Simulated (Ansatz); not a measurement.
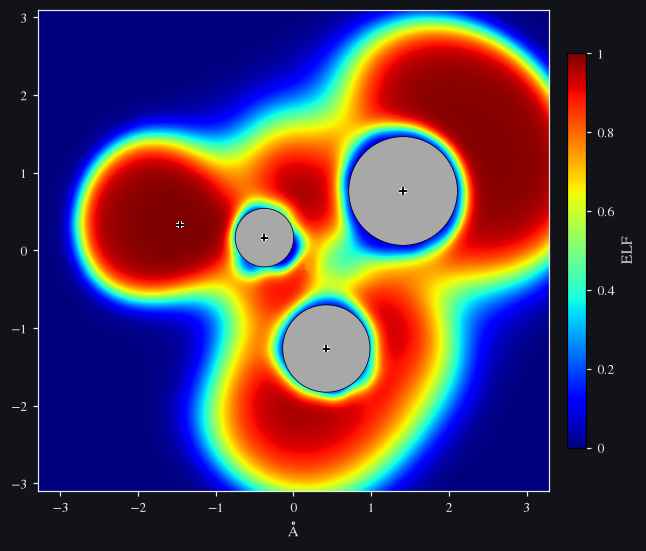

The ELF on a plane through atoms (crosses mark nuclei in the plane; grey discs cover the cores).

The calculation used Ansatz 0.2.0, isolated molecule in a Gaussian basis; Kohn-Sham density functional theory, functional PBE0.

Candidates:
A. CHSSi (SMILES C1=[Si]=[S+]1) (charge +1)
B. FH$_{2}$NOSi (SMILES N[Si](=O)F)
C. HS$_{2}$ (SMILES S=[SH+]) (charge +1, triplet)

### Which system is this?

Candidate A: CHSSi on the molecular plane, which holds C, S, Si and H. C–S (1.63 Å): the ELF peaks at about 0.90 between the atoms; localised, covalent bonding. C–Si (1.88 Å): the ELF peaks at about 0.90 between the atoms: localised, covalent bonding.
